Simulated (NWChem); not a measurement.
# One shape, several levels: GaSiH7O (SMILES [SiH3][OH+][GaH3-])

Wanted: a comparison of 6 runs (SVWN5/6-31G*, B3LYP/6-31G*, M06-2X/6-31G*, PBE/6-31G*, MP2/6-31G*, CCSD(T)/6-31G*) of GaSiH7O. 

The results are computed with NWChem 7.3.0.

2 further runs of the same task are left out: 2 set aside as unsound or not needed. Runs told in other sessions of the task aren't counted.

## Step 1: The system as given

The species is GaSiH7O (10 atoms), meant as a singlet with charge 0. As SMILES, `[SiH3][OH+][GaH3-]`. Geometry: relaxed at PBE0-D4/def2-TZVP.

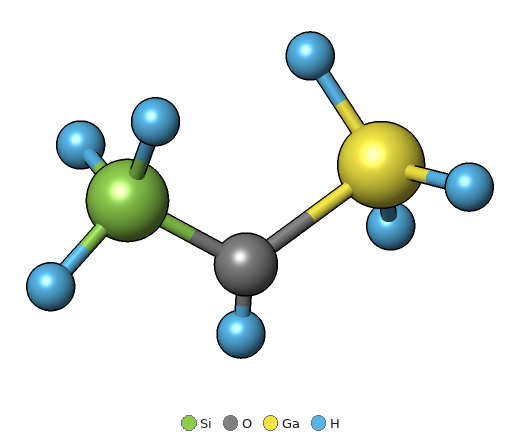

The structure, seen from a chosen angle (silicon green, oxygen grey, gallium yellow, hydrogen blue).

## Step 2: Energy and gradient at SVWN5/6-31G(d) (spherical functions) (run 1)

gah7osi.xyz

```xyz
10
GaH7OSi
Si    -0.484700     0.680100    -1.289300
O     -0.772200    -0.233700     0.097500
Ga     0.882100    -0.551000     1.475200
H     -1.767100     0.740000    -2.035000
H      0.556000     0.040700    -2.124900
H     -0.069600     2.013200    -0.814500
H     -1.323900    -1.014800     0.010100
H      0.306600     0.146600     2.760300
H      1.885600     0.253500     0.552600
H      0.870300    -2.125600     1.370900
```

run.py

```python
from ase.io import read
from ase.calculators.nwchem import NWChem

mol = read('gah7osi.xyz')

calc = NWChem(
    label='gah7osi',
    theory='dft',
    memory='2200 mb',
    basis='6-31G*',
    basispar='spherical bse',
    dft={'xc': 'slater vwn_5', 'mult': '1', 'grid': 'xfine', 'convergence': 'energy 1e-08', 'iterations': '100', 'mulliken': None, 'print': 'low'},
)
mol.calc = calc

forces = mol.get_forces()
e = mol.get_potential_energy()
print(f"E = {e:.6f} eV")
print("forces (eV/A):")
for s, f in zip(mol.symbols, forces):
    print(f"{s:2s} {f[0]:10.5f} {f[1]:10.5f} {f[2]:10.5f}")
```

Launch:

```console
export ASE_NWCHEM_COMMAND="nwchem PREFIX.nwi > PREFIX.nwo"
python run.py
```

What it wrote:

```text
E = -62278.299095 eV
forces (eV/A):
Si    0.15380   -0.03229    0.01933
O     0.55901    0.55490    0.60056
Ga   -0.24708    0.06932   -0.27655
H    -0.25762    0.01990   -0.14969
H     0.21870   -0.09724   -0.21592
H     0.07420    0.26524    0.08839
H    -0.47529   -0.77858   -0.04016
H    -0.02242    0.01090    0.01388
H     0.00494    0.01106   -0.02792
H    -0.00818   -0.02314   -0.01198
```

The calculator wrote gah7osi.nwi:

```
title "gah7osi"

permanent_dir gah7osi

scratch_dir gah7osi

start gah7osi

geometry units angstrom nocenter noautosym noautoz
  Si -4.8470000000000002e-01 6.8010000000000004e-01 -1.2892999999999999e+00
  O  -7.7220000000000000e-01 -2.3369999999999999e-01 9.7500000000000003e-02
  Ga 8.8210000000000000e-01 -5.5100000000000005e-01 1.4752000000000001e+00
  H  -1.7670999999999999e+00 7.3999999999999999e-01 -2.0350000000000001e+00
  H  5.5600000000000005e-01 4.0700000000000000e-02 -2.1248999999999998e+00
  H  -6.9599999999999995e-02 2.0131999999999999e+00 -8.1450000000000000e-01
  H  -1.3239000000000001e+00 -1.0147999999999999e+00 1.0100000000000000e-02
  H  3.0659999999999998e-01 1.4660000000000001e-01 2.7603000000000000e+00
  H  1.8855999999999999e+00 2.5350000000000000e-01 5.5259999999999998e-01
  H  8.7029999999999996e-01 -2.1255999999999999e+00 1.3709000000000000e+00
end

memory 2200 mb

basis spherical bse noprint
   * library 6-31G*
end

dft
  xc slater vwn_5
  mult 1
  grid xfine
  convergence energy 1e-08
  iterations 100
  mulliken
  print low
end

task dft gradient
```

gah7osi.nwo:

```text
Northwest Computational Chemistry Package (NWChem) 7.3.0
             --------------------------------------------------------

           Job information
           ---------------

    nwchem branch   = 7.3.0
    use scalapack   = T
    input           = gah7osi.nwi
    prefix          = gah7osi.
    data base       = gah7osi/gah7osi.db
    status          = startup
    nproc           =        1

           Memory information
           ------------------

[... 5 lines left out ...]
    hardfail = no
[... 39 lines left out ...]
            Nuclear Dipole moment (a.u.)
[... 87 lines left out ...]
         Total DFT energy =    -2288.685296648671
[... 1 line left out ...]
           Coulomb energy =     1259.829892623915
[... 1 line left out ...]
 Nuclear repulsion energy =      256.165805968700
[... 29 lines left out ...]
                         DFT ENERGY GRADIENTS

    atom               coordinates                        gradient
                 x          y          z           x          y          z
   1 Si     -0.915950   1.285203  -2.436424   -0.002991   0.000628  -0.000376
   2 O      -1.459246  -0.441629   0.184248   -0.010871  -0.010791  -0.011679
   3 Ga      1.666927  -1.041239   2.787724    0.004805  -0.001348   0.005378
[... 6 lines of this table left out ...]
  10 H       1.644629  -4.016802   2.590625    0.000159   0.000450   0.000233

 Task  times  cpu:       25.8s     wall:       25.8s
 Total times  cpu:       25.9s     wall:       25.9s
```

Run time: 27 s. Hardware: 1 thread of Intel Xeon 6975P-C (Granite Rapids), shared host; peak memory 0.15 GiB.

## Step 3: Energy and gradient at B3LYP/6-31G(d) (spherical functions) (run 2)

run.py

```python
from ase import Atoms
from ase.calculators.nwchem import NWChem

atoms = Atoms(['Si', 'O', 'Ga', 'H', 'H', 'H', 'H', 'H', 'H', 'H'], positions=[
    [-0.484700, 0.680100, -1.289300],
    [-0.772200, -0.233700, 0.097500],
    [0.882100, -0.551000, 1.475200],
    [-1.767100, 0.740000, -2.035000],
    [0.556000, 0.040700, -2.124900],
    [-0.069600, 2.013200, -0.814500],
    [-1.323900, -1.014800, 0.010100],
    [0.306600, 0.146600, 2.760300],
    [1.885600, 0.253500, 0.552600],
    [0.870300, -2.125600, 1.370900],
])

calc = NWChem(
    label='gah7osi',
    theory='dft',
    memory='2200 mb',
    basis='6-31G*',
    basispar='spherical bse',
    dft={'xc': 'b3lyp', 'mult': '1', 'grid': 'xfine', 'convergence': 'energy 1e-08', 'iterations': '100', 'mulliken': None},
)
atoms.calc = calc

forces = atoms.get_forces()
print(f"energy = {atoms.get_potential_energy():.6f} eV")
print("forces (eV/A):")
for s, f in zip(atoms.symbols, forces):
    print(f"{s:2s} {f[0]:10.5f} {f[1]:10.5f} {f[2]:10.5f}")
print("dipole (e A):", atoms.get_dipole_moment().round(4))
```

Launch:

```console
export ASE_NWCHEM_COMMAND="nwchem PREFIX.nwi > PREFIX.nwo"
python run.py
```

What it wrote:

```text
energy = -62410.763748 eV
forces (eV/A):
Si    0.11333    0.29887   -0.45113
O     0.03481    0.07646    0.46707
Ga    0.05307   -0.00015    0.02653
H    -0.01897    0.01471   -0.03522
H     0.00051    0.02489   -0.06284
H    -0.01311    0.01676   -0.03543
H    -0.24045   -0.38047   -0.01466
H    -0.03605    0.04551    0.11328
H     0.09976    0.03152   -0.01178
H     0.00710   -0.12804    0.00422
dipole (e A): [-0.5195 -0.0041 -0.6006]
```

The calculator wrote gah7osi.nwi:

```
title "gah7osi"

permanent_dir gah7osi

scratch_dir gah7osi

start gah7osi

geometry units angstrom nocenter noautosym noautoz
  Si -4.8470000000000002e-01 6.8010000000000004e-01 -1.2892999999999999e+00
  O  -7.7220000000000000e-01 -2.3369999999999999e-01 9.7500000000000003e-02
  Ga 8.8210000000000000e-01 -5.5100000000000005e-01 1.4752000000000001e+00
  H  -1.7670999999999999e+00 7.3999999999999999e-01 -2.0350000000000001e+00
  H  5.5600000000000005e-01 4.0700000000000000e-02 -2.1248999999999998e+00
  H  -6.9599999999999995e-02 2.0131999999999999e+00 -8.1450000000000000e-01
  H  -1.3239000000000001e+00 -1.0147999999999999e+00 1.0100000000000000e-02
  H  3.0659999999999998e-01 1.4660000000000001e-01 2.7603000000000000e+00
  H  1.8855999999999999e+00 2.5350000000000000e-01 5.5259999999999998e-01
  H  8.7029999999999996e-01 -2.1255999999999999e+00 1.3709000000000000e+00
end

memory 2200 mb

basis spherical bse noprint
   * library 6-31G*
end

dft
  xc b3lyp
  mult 1
  grid xfine
  convergence energy 1e-08
  iterations 100
  mulliken
end

task dft gradient
```

gah7osi.nwo:

```text
Northwest Computational Chemistry Package (NWChem) 7.3.0
             --------------------------------------------------------

           Job information
           ---------------

    nwchem branch   = 7.3.0
    use scalapack   = T
    input           = gah7osi.nwi
    prefix          = gah7osi.
    data base       = gah7osi/gah7osi.db
    status          = startup
    nproc           =        1

           Memory information
           ------------------

[... 5 lines left out ...]
    hardfail = no
[... 104 lines left out ...]
  convergence criterion.
[... 43 lines left out ...]
          Spatial weights used:  Erf1
[... 32 lines left out ...]
 1-e energy   =   -3701.258361
[... 46 lines left out ...]
           Coulomb energy =     1260.388268661564
[... 618 lines left out ...]
          Convergence on density requested:  1.00D-05
[... 29 lines left out ...]
          total energy or number of iterations.
[... 36 lines left out ...]
                 ----------------------------------------
                 |  Time  |  1-e(secs)   |  2-e(secs)   |
                 ----------------------------------------
                 |  CPU   |       0.01   |       6.53   |
                 ----------------------------------------
                 |  WALL  |       0.01   |       6.53   |
                 ----------------------------------------

 Task  times  cpu:       37.1s     wall:       37.1s
 Total times  cpu:       37.1s     wall:       37.1s
```

Run time: 38 s. Hardware: 1 thread of Intel Xeon 6975P-C (Granite Rapids), shared host; peak memory 0.14 GiB.

Runs 3 to 5 aren't shown in full; the table further down has their settings and results.

## Step 4: The energy at CCSD(T)/6-31G(d) (spherical functions) (run 6)

calc.nw

```
START calc
memory total 2200 mb

GEOMETRY noautosym nocenter noautoz
   Si   -0.484700    0.680100   -1.289300
   O    -0.772200   -0.233700    0.097500
   Ga    0.882100   -0.551000    1.475200
   H    -1.767100    0.740000   -2.035000
   H     0.556000    0.040700   -2.124900
   H    -0.069600    2.013200   -0.814500
   H    -1.323900   -1.014800    0.010100
   H     0.306600    0.146600    2.760300
   H     1.885600    0.253500    0.552600
   H     0.870300   -2.125600    1.370900
END

BASIS spherical bse
   * library 6-31G*
END

SCF
   thresh 1e-08
   maxiter 80
   print medium
END

CCSD
   freeze core 15
   maxiter 60
END

TASK ccsd(t) energy
```

Launch:

```console
nwchem calc.nw > calc.out
```

What it wrote:

```text
[...]
  functions       =    78
[...]
  wavefunction    = RHF
[...]
         Total SCF energy =  -2290.818764723352
      One-electron energy =  -3703.753015072550
      Two-electron energy =   1156.768444380497
 Nuclear repulsion energy =    256.165805968701
        Time for solution =     15.5s
[...]
 Total MP2 energy:          -2291.323925714315010
[...]
             energy      energy      error      ampl     ampl      Block
                                                time     time      time
[...]
 Total CCSD energy:          -2291.345999911937270
[...]
 Total CCSD+T(CCSD) energy:          -2291.357785764516393
[...]
 Total CCSD(T) energy:               -2291.356309020360641
[...]
```

Wall time 1.7 min (1 thread of Intel Xeon 6975P-C (Granite Rapids), shared host); peak memory 0.2 GiB.

## Step 5: Overview of the runs

| run | level | integration grid | iteration cap | energy (Eh) | largest force (eV/Å) | wall time |
| --- | --- | --- | --- | --- | --- | --- |
| 1 | SVWN5/6-31G* (spherical functions) | xfine | 100 | -2288.685297 | 0.990 | 27 s |
| 2 | B3LYP/6-31G* (spherical functions) | xfine | 100 | -2293.553283 | 0.553 | 38 s |
| 3 | M06-2X/6-31G* (spherical functions) | xfine | 100 | -2293.401971 | 0.536 | 52 s |
| 4 | PBE/6-31G* (spherical functions) | xfine | 100 | -2292.928230 | 0.843 | 37 s |
| 5 | MP2/6-31G* (spherical functions) | – | 80 | -2291.323926 | 0.820 | 43 s |
| 6 | CCSD(T)/6-31G* (spherical functions) | – | 80 | -2291.356309 | – | 1.7 min |

## Step 6: What came out

| quantity | value |
| --- | --- |
| run 6: total energy | -2291.35631 Eh |
| run 6: HOMO energy (Hartree–Fock orbitals) | -10.75 eV |
| run 6: LUMO energy (Hartree–Fock orbitals) | 2.29 eV |
| run 6: HOMO–LUMO gap (Hartree–Fock orbitals) | 13.04 eV |
| run 6: correlation energy (15 core orbitals frozen) | -537.5 mEh |
| run 6: (T) correction | -10.31 mEh |

Over runs 2, 3, 4, 5 the dipole moment (its size) runs from 3.77 D (PBE/6-31G*) to 3.89 D (M06-2X/6-31G*). Over runs 2, 3, 4 the HOMO–LUMO gap runs from 4.91 eV (PBE/6-31G*) to 8.84 eV (M06-2X/6-31G*). Totals of different functionals can't be ranked against each other. All runs together took 5 min, the longest 1.7 min.
